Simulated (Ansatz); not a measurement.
## Work function of Cu(110): what the settings cost and change

Aim: the work function of Cu(110) across levels of theory at one geometry.

Calculated with Ansatz 0.2.0; plane-wave DFT, PBE, Ansatz PAW, in the first sound run; inputs show where later runs differ.

**Measured values to reproduce.**

“Anisotropic work function of elemental crystals” (2019, arxiv:1902.07811) quotes from earlier work for Cu (clean (110) face, a compiled value): work function (clean (110) face, a compiled value) 4.56 eV.

**1. Set-up**

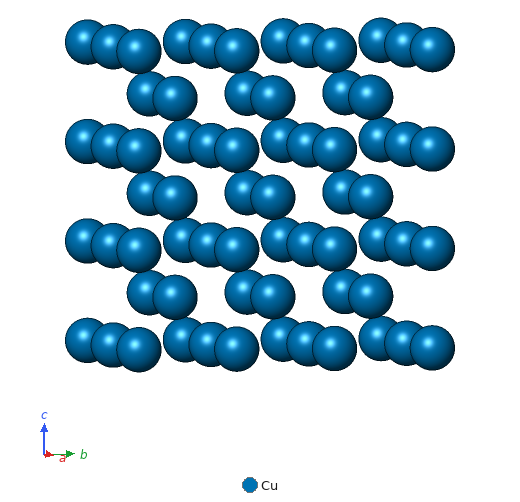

Start, viewed from the side, with the c axis up; copper blue. 2×3×1 cells are drawn. Some periodic images of atoms are drawn too.

The cell holds 7 atoms: 7 Cu. Its edges and angles: a = 3.610 Å, b = 2.553 Å, c = 25.658 Å, α = 90.0°, β = 90.0°, γ = 90.0°. Vacuum lies along c.

**2. Run, setting PBE, Ansatz PAW (420 eV)**

A work function rests on the faint tail of the density, so the SCF threshold is tight. PBE on the default files comes first; the next runs keep the geometry and change functional or files, each at the cutoff that its files recommend; a relaxation and, for heavy metals, spin-orbit coupling close the ladder.

The input, input.yaml:

```yaml
crystal:
  lattice:
    - [3.61, 0.0, 0.0]
    - [0.0, 2.5526554801, 0.0]
    - [0.0, 0.0, 25.6579664403]
  atoms:
    - { symbol: Cu, position: [0.0, 0.0, 0.3507682505] }
    - { symbol: Cu, position: [0.5, 0.5, 0.400512167] }
    - { symbol: Cu, position: [0.0, 0.0, 0.4502560835] }
    - { symbol: Cu, position: [0.5, 0.5, 0.5] }
    - { symbol: Cu, position: [0.0, 0.0, 0.5497439165] }
    - { symbol: Cu, position: [0.5, 0.5, 0.599487833] }
    - { symbol: Cu, position: [0.0, 0.0, 0.6492317495] }
kpoints:
  mp_grid: { grid: [11, 16, 1] }
hamiltonian:
  xc: pbe
scf:
  occupations: { method: fermi_dirac, width: 0.1 }
  convergence: { dr2_threshold: 1.0e-09 }
efield:
  axis: 3
  dipole_correction: true
  ramp_position: 0.97
  ramp_width: 0.06
output:
  write_potential: true
  write_density: true
  volumetric_format: npy
  elf: true
```

Run with:

```
> ansatz run input.yaml --threads 2 --pin off --max-ram 3072MiB --backend cpu --events-out ev --progress --plain --runs-dir out
```

Numbers of over 12 decimals in the logs are rounded to 6 here.

What it wrote:

```text
Engine: ansatz 0.2.0, x86_64-unknown-linux-gnu
Pseudopotentials: kind: paw
Pseudopotential: Cu, paw, valence charge 19, recommended cutoff 420 eV (normal), Cu.paw.azcp
Functional definition: PBE
  parameter kappa = 0.804
  parameter beta = 0.066725
  exchange = pbe_x(kappa = kappa, mu = beta*pi^2/3)
  correlation = pbe_c(beta = beta)
Crystal: 7 atoms, lattice volume = 236.440 Å³
Basis set: ecut = 420 eV, 4649 PW (Γ)
Bands: 80, of which v1, the nominal top of the filled ones, is band 67 counted from 1 (66 counted from 0)
Symmetry: 4 space group operations
k-points: 54 of 176
Non-local potential: Cu, projectors of the file, l = 0: 3, l = 1: 2, l = 2: 3, l = 3: 1
PAW form: soft (Blöchl's): semilocal exchange-correlation on the pseudo side does not see the compensation charge
PAW one-centre angular grid: Cu, 590 points (default); XC on 64 Gauss nodes
Initial density: superposition of atomic densities (neutral atoms: chi_scale 0, normalization atom), corrected by the library's trained network
Initial wavefunctions: pseudopotential atomic-orbital guess
Functional: x = pbe(κ = 0.804, μ = 0.219515), c = pbe(β = 0.066725)
SCF iter   1: F=—  HF=-46374.410120 eV  |F-HF|=—  |Δ(HF+E_count)|=         —  Δρ=2.23e-3  dr2=4.33e-2  ethr=1.77e-3  p=0.000 e·Å  D=3.79e-13 V/Å  ΔV_dip=-0.00 eV  dr2_dipole=1.21e-8  V_vac-E_F(+/−)=4.24/4.24 eV  ⟨swp⟩=8.0  Hψ=18283  notcnv=0  defer=65
efield: sawtooth ramp at fractional position 0.9700 (set: `efield.ramp_position`, or a place that a band, a saddle search or an elastic batch's reference lends), width 0.0600; the density the first Hamiltonian is built on has a dipole p = 0.000 e·Å; the dipole correction subtracts the counter field D = 3.79e-13 V/Å, which shifts the + side's vacuum level by -0.00 eV against the − side's; the planar-averaged density in the ramp window peaks in size at 6.3e-6 e/Å³
preconditioner: auto → LDOS  [metal: Δε(μ)=0.054 eV  Ē_g=8.036 eV  σ=0.100 eV  W_gap=0.13  n_scr=56 (ndim 8)  ℏωp=21.2 eV  f_vac=0.603  D(μ)=2.35/eV (n_scr^D=10)  β→1.0]
SCF iter   2: F=—  HF=-46374.418616 eV  |F-HF|=—  |Δ(HF+E_count)|=   8.50e-3  Δρ=3.65e-3  dr2=2.27e-2  ethr=3.25e-5  p=0.000 e·Å  D=4.01e-6 V/Å  ΔV_dip=-0.00 eV  dr2_dipole=1.32e-8  V_vac-E_F(+/−)=4.35/4.35 eV  ⟨swp⟩=2.3  Hψ=8470  notcnv=0  defer=174
SCF iter   3: F=—  HF=-46374.415036 eV  |F-HF|=—  |Δ(HF+E_count)|=   3.58e-3  Δρ=4.71e-4  dr2=6.90e-4  ethr=1.71e-5  p=0.000 e·Å  D=4.28e-6 V/Å  ΔV_dip=-0.00 eV  dr2_dipole=2.92e-9  V_vac-E_F(+/−)=4.33/4.33 eV  ⟨swp⟩=2.0  Hψ=6270  notcnv=0  defer=174
SCF iter   4: F=—  HF=-46374.415169 eV  |F-HF|=—  |Δ(HF+E_count)|=   1.33e-4  Δρ=5.55e-4  dr2=6.53e-4  ethr=5.19e-7  p=0.000 e·Å  D=6.90e-7 V/Å  ΔV_dip=-0.00 eV  dr2_dipole=1.20e-9  V_vac-E_F(+/−)=4.31/4.31 eV  ⟨swp⟩=3.0  Hψ=8319  notcnv=0  defer=174
SCF iter   5: F=—  HF=-46374.415142 eV  |F-HF|=—  |Δ(HF+E_count)|=   2.74e-5  Δρ=2.66e-4  dr2=1.31e-4  ethr=4.91e-7  p=0.000 e·Å  D=3.57e-7 V/Å  ΔV_dip=-0.00 eV  dr2_dipole=1.28e-10  V_vac-E_F(+/−)=4.31/4.31 eV  ⟨swp⟩=2.0  Hψ=5872  notcnv=0  defer=174
SCF iter   6: F=—  HF=-46374.415142 eV  |F-HF|=—  |Δ(HF+E_count)|=   1.39e-7  Δρ=7.18e-5  dr2=8.93e-6  ethr=9.84e-8  p=0.000 e·Å  D=7.94e-8 V/Å  ΔV_dip=-0.00 eV  dr2_dipole=4.46e-11  V_vac-E_F(+/−)=4.32/4.32 eV  ⟨swp⟩=2.1  Hψ=5548  notcnv=0  defer=174
SCF iter   7: F=—  HF=-46374.415072 eV  |F-HF|=—  |Δ(HF+E_count)|=   6.97e-5  Δρ=3.64e-5  dr2=1.90e-6  ethr=6.71e-9  p=0.000 e·Å  D=6.29e-8 V/Å  ΔV_dip=-0.00 eV  dr2_dipole=1.58e-11  V_vac-E_F(+/−)=4.32/4.32 eV  ⟨swp⟩=2.0  Hψ=6218  notcnv=0  defer=165
SCF iter   8: F=—  HF=-46374.415073 eV  |F-HF|=—  |Δ(HF+E_count)|=   9.62e-7  Δρ=1.03e-5  dr2=1.87e-7  ethr=1.43e-9  p=0.000 e·Å  D=5.38e-8 V/Å  ΔV_dip=-0.00 eV  dr2_dipole=8.72e-12  V_vac-E_F(+/−)=4.32/4.32 eV  ⟨swp⟩=2.0  Hψ=6025  notcnv=0  defer=165
SCF iter   9: F=—  HF=-46374.415075 eV  |F-HF|=—  |Δ(HF+E_count)|=   1.58e-6  Δρ=4.98e-6  dr2=3.45e-8  ethr=1.41e-10  p=0.000 e·Å  D=4.37e-9 V/Å  ΔV_dip=-0.00 eV  dr2_dipole=4.43e-13  V_vac-E_F(+/−)=4.32/4.32 eV  ⟨swp⟩=2.1  Hψ=6261  notcnv=0  defer=165
SCF iter  10: F=—  HF=-46374.415075 eV  |F-HF|=—  |Δ(HF+E_count)|=   3.87e-8  Δρ=1.11e-6  dr2=2.20e-9  ethr=2.59e-11  p=0.000 e·Å  D=7.60e-9 V/Å  ΔV_dip=-0.00 eV  dr2_dipole=1.39e-13  V_vac-E_F(+/−)=4.32/4.32 eV  ⟨swp⟩=2.0  Hψ=5961  notcnv=0  defer=165
SCF iter  11: F=-46374.415075 eV  HF=-46374.415075 eV  |F-HF|=3.20e-10  |Δ(HF+E_count)|=   3.35e-8  Δρ=8.22e-7  dr2=9.84e-10  ethr=1.00e-12  p=-0.000 e·Å  D=-6.93e-10 V/Å  ΔV_dip=0.00 eV  dr2_dipole=1.97e-16  V_vac-E_F(+/−)=4.32/4.32 eV  ⟨swp⟩=12.8  Hψ=15899  notcnv=0
SCF 1 converged in 11 iterations: F = -46374.415075 eV  dr2 = 9.84e-10
  greatest PAW one-centre occupation: 1.000 electrons in one spin orbital (limit 2), on the Cu atom at site 0 (counted from 0), in its partial waves of l = 0
WARN: The output density's exchange-correlation potential varies sharply where the density is thin. Do not read a vacuum level from v_tot or v_xc, or from such a field of the output density. On a cell that repeats whose density bears no net charge and no dipole along the vacuum's axis use v_es (v_loc + v_h of the components); under efield.dipole_correction with no amplitude use v_es + v_field, which holds any externa [...]
SCF converged after 11 iterations
Free energy (F): -46374.415075 eV
Harris-Foulkes:  -46374.415075 eV  (|F-HF|=3.20e-10)
Internal energy: -46374.340438 eV  (E = F + TS)
E sigma→0 (E₀):  -46374.377757 eV
Entropy (-TS):   -0.074637 eV (-10.662 meV/atom)
Fermi energy:    3.082598 eV
Dipole field:    D = -0.000000 V/Å  (p = -0.000000 e·Å, saw-weighted, corrected)
Work function:   Φ+ = 4.3170 eV   Φ− = 4.3170 eV
Levels:          The Fermi level and band energies are counted from a zero that moves with the ramp; work functions are not
--- Per-component energies (eV) ---
  E_band       = -4310.528056
  E_kinetic    = 2097.401068
  E_local      = -346177.108980  (includes V_loc(G=0)·N_el)
  E_nonlocal   = 2739.897300
  E_hartree    = 170507.137423
  E_xc         = -622.267380
  E_vxc        = -802.584176  (∫ρ·V_xc dr)
  E_paw        = -11650.644838  (= ΣΔE_a)
  E_vpaw       = -3182.412702  (= ΣTr[D̂ρ^β])
  E_aug_tail   = 0.001972  (compensation charges beyond the density's cutoff)
  E_efield     = 0.000000  (sawtooth field / dipole correction)
  E_vefield    = 0.000000  (∫n·V_field dr)
  E_ewald      = 136731.242997
  E_smearing   = -0.074637  (= −TS)
  E_closure    = -0.000000  (closes the sum)
  Σ components = -46374.415075   (vs F -46374.415075, Δ=0.00e0)
--- Band table (eV; the first three rows and the last of 54) ---
  k-point 0: bands = [... 63 lower, 1.5572, 1.6815, 1.7134, 2.0128, 3.4003, 5.3281, 5.3863, 6.9643, ... 9 higher]
  k-point 1: bands = [... 63 lower, 1.5249, 1.6446, 1.6955, 2.0556, 3.4832, 5.4789, 5.5326, 7.0526, ... 9 higher]
  k-point 2: bands = [... 63 lower, 1.5273, 1.5776, 1.7004, 2.1752, 3.7252, 5.7489, 6.0888, 7.3154, ... 9 higher]
  k-point 53: bands = [... 63 lower, 2.9497, 3.0715, 4.5976, 4.8355, 6.5386, 6.9234, 7.0884, 7.1212, ... 9 higher]
```

Run time: 42 s. Hardware: 2 threads of Intel Xeon 6975P-C (Granite Rapids), shared host; peak memory 1.2 GiB.

Numbers from this step:

- energy at zero smearing: -46374.3778 eV
- work function, upper face: 4.317 eV

Running mean over 1.276 Å of the planar mean; the ramp of the sawtooth is left out. Table of electron's electrostatic potential energy less the Fermi level by z:

```
z (Å)  electron's electrostatic potential energy less the Fermi level (eV)
    3                                                                 4.32
    4                                                                 4.32
    5                                                                 4.32
    6                                                                 4.30
    7                                                                 4.08
    8                                                                0.941
    9                                                                -7.49
   10                                                                -8.69
   11                                                                -8.83
   12                                                                -8.82
   13                                                                -8.83
   14                                                                -8.82
   15                                                                -8.81
   16                                                                -8.57
   17                                                                -5.27
   18                                                                 3.00
   19                                                                 4.22
   20                                                                 4.31
   21                                                                 4.32
   22                                                                 4.32
```

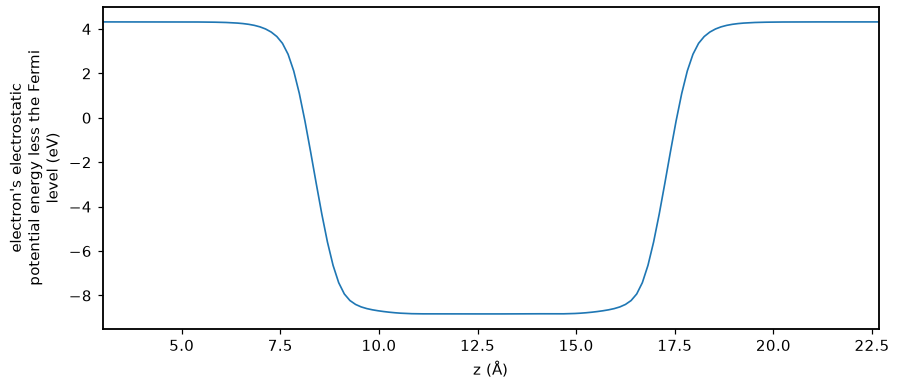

Electron's electrostatic potential energy less the Fermi level, plotted against z.

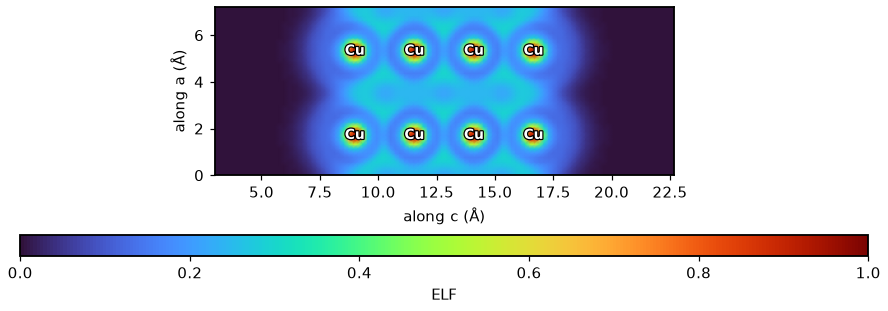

ELF in the ca plane at fractional y = 0.000, with atoms of Cu within 0.2 Å of it. It is the smooth field of the valence electrons, not physical close to the nuclei. The map starts off the cell's origin, so that atoms lie inside it. The far vacuum is left out of the map.

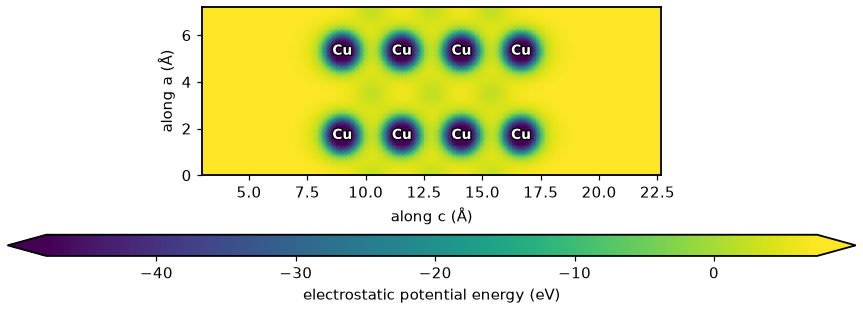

Electrostatic potential energy in the ca plane at fractional y = 0.000, with atoms of Cu within 0.2 Å of it. With pseudopotentials it is smooth inside the atoms' cores, unlike the true potential. The map starts off the cell's origin, so that atoms lie inside it. The far vacuum is left out of the map.

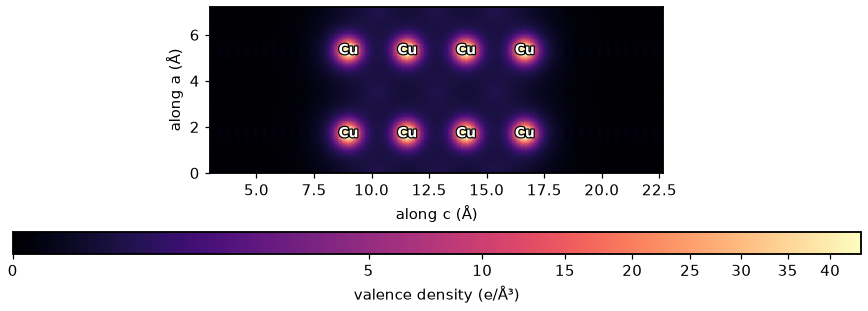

Valence density in the ca plane at fractional y = 0.000, with atoms of Cu within 0.2 Å of it. It is the smooth field of the valence electrons, not physical close to the nuclei. The map starts off the cell's origin, so that atoms lie inside it. The colour scale is stretched toward low values. The far vacuum is left out of the map.

The work function is 4.317 eV.

**3. Run**

This step: plane-wave DFT, LDA, Ansatz PAW (Ansatz 0.2.0).

input.yaml: that of step 2 with these lines changed.

```diff
@@ -16,3 +16,3 @@
 hamiltonian:
-  xc: pbe
+  xc: lda
 scf:
@@ -29,2 +29 @@
   volumetric_format: npy
-  elf: true
```

What it wrote:

```text
[...]
Crystal: 7 atoms, lattice volume = 236.440 Å³
Basis set: ecut = 420 eV, 4649 PW (Γ)
Bands: 80, of which v1, the nominal top of the filled ones, is band 67 counted from 1 (66 counted from 0)
Symmetry: 4 space group operations
k-points: 54 of 176
[...]
k-point 0: bands = [... 63 lower, 1.1567, 1.2739, 1.3063, 1.6198, 3.0190, 4.9367, 5.0422, 6.7514, ... 9 higher]
  k-point 1: bands = [... 63 lower, 1.1244, 1.2376, 1.2879, 1.6623, 3.1018, 5.1352, 5.1410, 6.8961, ... 9 higher]
  k-point 2: bands = [... 63 lower, 1.1258, 1.1691, 1.2927, 1.7816, 3.3436, 5.4060, 5.6969, 7.1934, ... 9 higher]
  k-point 53: bands = [... 63 lower, 2.5840, 2.7027, 4.2267, 4.4609, 6.1593, 6.5364, 6.6616, 6.6962, ... 9 higher]
[key lines of the parts left out:]
SCF converged after 12 iterations
Free energy (F): -45887.301225 eV
Fermi energy:    2.693155 eV
Dipole field:    D = 0.000000 V/Å  (p = 0.000000 e·Å, saw-weighted, corrected)
Work function:   Φ+ = 4.6755 eV   Φ− = 4.6755 eV
```

Wall time 52 s (2 threads); peak memory 1.2 GiB; 1.7 min of CPU time.

The work function is 4.676 eV, +0.359 eV from the run “PBE, Ansatz PAW (420 eV)”, at 1.2 times its CPU time.

**4. Slab**

This step: plane-wave DFT, PBEsol, Ansatz PAW (Ansatz 0.2.0).

input.yaml: that of step 3 with these lines changed.

```diff
@@ -16,3 +16,3 @@
 hamiltonian:
-  xc: lda
+  xc: pbesol
 scf:
```

What it wrote:

```text
[...]
Crystal: 7 atoms, lattice volume = 236.440 Å³
Basis set: ecut = 420 eV, 4649 PW (Γ)
Bands: 80, of which v1, the nominal top of the filled ones, is band 67 counted from 1 (66 counted from 0)
Symmetry: 4 space group operations
k-points: 54 of 176
[...]
k-point 0: bands = [... 63 lower, 1.4406, 1.5607, 1.5935, 1.8943, 3.2801, 5.1703, 5.2934, 6.9595, ... 9 higher]
  k-point 1: bands = [... 63 lower, 1.4081, 1.5242, 1.5752, 1.9365, 3.3627, 5.3758, 5.3865, 7.0480, ... 9 higher]
  k-point 2: bands = [... 63 lower, 1.4095, 1.4577, 1.5805, 2.0542, 3.6036, 5.6574, 5.9340, 7.3113, ... 9 higher]
  k-point 53: bands = [... 63 lower, 2.8005, 2.9248, 4.4497, 4.6887, 6.3901, 6.7759, 6.9451, 6.9768, ... 9 higher]
[key lines of the parts left out:]
SCF converged after 12 iterations
Free energy (F): -46119.090756 eV
Fermi energy:    2.946029 eV
Dipole field:    D = -0.000000 V/Å  (p = -0.000000 e·Å, saw-weighted, corrected)
Work function:   Φ+ = 4.4210 eV   Φ− = 4.4210 eV
```

Elapsed: 93 s, on 2 threads; peak memory 1.2 GiB.

The work function is 4.421 eV, +0.104 eV from the run “PBE, Ansatz PAW (420 eV)”, at 1.3 times its CPU time.

**5. Slab**

This step: plane-wave DFT, RPBE, Ansatz PAW (Ansatz 0.2.0).

input.yaml: that of step 4 with these lines changed.

```diff
@@ -16,3 +16,3 @@
 hamiltonian:
-  xc: pbesol
+  xc: rpbe
 scf:
```

What it wrote:

```text
[...]
Crystal: 7 atoms, lattice volume = 236.440 Å³
Basis set: ecut = 420 eV, 4649 PW (Γ)
Bands: 80, of which v1, the nominal top of the filled ones, is band 67 counted from 1 (66 counted from 0)
Symmetry: 4 space group operations
k-points: 54 of 176
[...]
k-point 0: bands = [... 63 lower, 1.7199, 1.8459, 1.8783, 2.1829, 3.5713, 5.5039, 5.5182, 6.9294, ... 9 higher]
  k-point 1: bands = [... 63 lower, 1.6879, 1.8095, 1.8604, 2.2257, 3.6543, 5.6104, 5.7082, 7.0176, ... 9 higher]
  k-point 2: bands = [... 63 lower, 1.6910, 1.7437, 1.8658, 2.3458, 3.8969, 5.8798, 6.2642, 7.2805, ... 9 higher]
  k-point 53: bands = [... 63 lower, 3.1107, 3.2340, 4.7597, 5.0009, 6.7044, 7.0959, 7.2788, 7.3108, ... 9 higher]
[key lines of the parts left out:]
SCF converged after 12 iterations
Free energy (F): -46410.986011 eV
Fermi energy:    3.252128 eV
Dipole field:    D = 0.000000 V/Å  (p = 0.000000 e·Å, saw-weighted, corrected)
Work function:   Φ+ = 4.1394 eV   Φ− = 4.1394 eV
```

Elapsed: 78 s, on 2 threads; peak memory 1.2 GiB.

The work function is 4.139 eV, -0.178 eV from the run “PBE, Ansatz PAW (420 eV)”, at 1.2 times its CPU time.

**6. Slab**

This step: plane-wave DFT, r2SCAN, Ansatz PAW (Ansatz 0.2.0).

input.yaml: that of step 5 with these lines changed.

```diff
@@ -16,3 +16,3 @@
 hamiltonian:
-  xc: rpbe
+  xc: r2scan
 scf:
```

What it wrote:

```text
[...]
Crystal: 7 atoms, lattice volume = 236.440 Å³
Basis set: ecut = 500 eV, 6013 PW (Γ), exchange–correlation on 108×80×768 points (64 copies of the dense FFT grid, shifted against one another)
Bands: 80, of which v1, the nominal top of the filled ones, is band 67 counted from 1 (66 counted from 0)
Symmetry: 4 space group operations
k-points: 54 of 176
[...]
k-point 0: bands = [... 63 lower, 1.3799, 1.5245, 1.5597, 1.9029, 3.3779, 5.3926, 5.4219, 7.0615, ... 9 higher]
  k-point 1: bands = [... 63 lower, 1.3480, 1.4896, 1.5421, 1.9472, 3.4644, 5.5176, 5.6025, 7.1507, ... 9 higher]
  k-point 2: bands = [... 63 lower, 1.3597, 1.4288, 1.5508, 2.0734, 3.7170, 5.7965, 6.1752, 7.4163, ... 9 higher]
  k-point 53: bands = [... 63 lower, 2.8758, 3.0080, 4.5738, 4.8406, 6.5839, 7.0274, 7.2578, 7.2842, ... 9 higher]
[key lines of the parts left out:]
SCF converged after 18 iterations
Free energy (F): -46416.484784 eV
Fermi energy:    3.019887 eV
Dipole field:    D = 0.000002 V/Å  (p = 0.000002 e·Å, saw-weighted, corrected)
Work function:   Φ+ = 4.2980 eV   Φ− = 4.2980 eV
```

Elapsed: 2.4 min, on 2 threads; peak memory 1.8 GiB; 3.5 min of CPU time.

The work function is 4.298 eV, -0.019 eV from the run “PBE, Ansatz PAW (420 eV)”, at 2.6 times its CPU time.

**7. Run**

This step: plane-wave DFT, PBE, JTH PAW (Ansatz 0.2.0).

input.yaml: that of step 6 with these lines changed.

```diff
@@ -16,3 +16,4 @@
 hamiltonian:
-  xc: r2scan
+  xc: pbe
+  pseudopotentials: { kind: paw, source: jth }
 scf:
```

What it wrote:

```text
[...]
k-point 0: bands = [... 63 lower, 2.6221, 2.7463, 2.7781, 3.0772, 4.4623, 6.3792, 6.4473, 8.0272, ... 9 higher]
  k-point 1: bands = [... 63 lower, 2.5899, 2.7093, 2.7603, 3.1199, 4.5451, 6.5398, 6.5841, 8.1155, ... 9 higher]
  k-point 2: bands = [... 63 lower, 2.5924, 2.6424, 2.7651, 3.2395, 4.7869, 6.8097, 7.1414, 8.3782, ... 9 higher]
  k-point 53: bands = [... 63 lower, 4.0010, 4.1244, 5.6487, 5.8889, 7.5920, 7.9816, 8.1638, 8.1967, ... 9 higher]
[key lines of the parts left out:]
SCF converged after 15 iterations
Free energy (F): -46369.360431 eV
Fermi energy:    4.142849 eV
Dipole field:    D = -0.000001 V/Å  (p = -0.000001 e·Å, saw-weighted, corrected)
Work function:   Φ+ = 4.3179 eV   Φ− = 4.3179 eV
```

Elapsed: 6.3 min, on 2 threads; peak memory 2.8 GiB.

The work function is 4.318 eV, +0.001 eV from the run “PBE, Ansatz PAW (420 eV)”, at 8.6 times its CPU time.

**8. Slab**

This step: plane-wave DFT, PBE, norm-conserving (Ansatz 0.2.0).

input.yaml: that of step 7 with these lines changed.

```diff
@@ -17,3 +17,3 @@
   xc: pbe
-  pseudopotentials: { kind: paw, source: jth }
+  pseudopotentials: { kind: nc }
 scf:
```

What it wrote:

```text
[...]
Crystal: 7 atoms, lattice volume = 236.440 Å³
Basis set: ecut = 1251.723767 eV, 23835 PW (Γ)
Bands: 80, of which v1, the nominal top of the filled ones, is band 67 counted from 1 (66 counted from 0)
Symmetry: 4 space group operations
k-points: 54 of 176
[...]
k-point 0: bands = [... 63 lower, 1.7683, 1.8848, 1.9181, 2.2235, 3.6083, 5.5229, 5.5912, 7.1692, ... 9 higher]
  k-point 1: bands = [... 63 lower, 1.7361, 1.8491, 1.8995, 2.2660, 3.6910, 5.6838, 5.7278, 7.2575, ... 9 higher]
  k-point 2: bands = [... 63 lower, 1.7368, 1.7832, 1.9050, 2.3852, 3.9327, 5.9538, 6.2849, 7.5203, ... 9 higher]
  k-point 53: bands = [... 63 lower, 3.1479, 3.2689, 4.7989, 5.0344, 6.7425, 7.1233, 7.2868, 7.3200, ... 9 higher]
[key lines of the parts left out:]
SCF converged after 12 iterations
Free energy (F): -36143.709079 eV
Fermi energy:    3.285817 eV
Dipole field:    D = -0.000022 V/Å  (p = -0.000029 e·Å, saw-weighted, corrected)
Work function:   Φ+ = 4.3168 eV   Φ− = 4.3162 eV
```

It took 3.2 min on 2 threads; peak memory 2.8 GiB.

The work function is 4.317 eV, -0.000 eV from the run “PBE, Ansatz PAW (420 eV)”, at 4.6 times its CPU time.

(Part 1 of 2 ends here.)

[Logs are printed without paths, hosts, clocks, repeated set-up lines and the standing remarks that a program may print on its own settings, such as how far it seeks lower states.]

[Hosts, paths, dates, database ids (printed as entryN), source tags and the programs' standing remarks are cut or masked in the printed files.]

[Maps of the electrostatic potential energy from Ansatz leave out the sawtooth potential of an applied field or a dipole correction, so their vacuum need not be flat; planar profiles and work functions include it.]
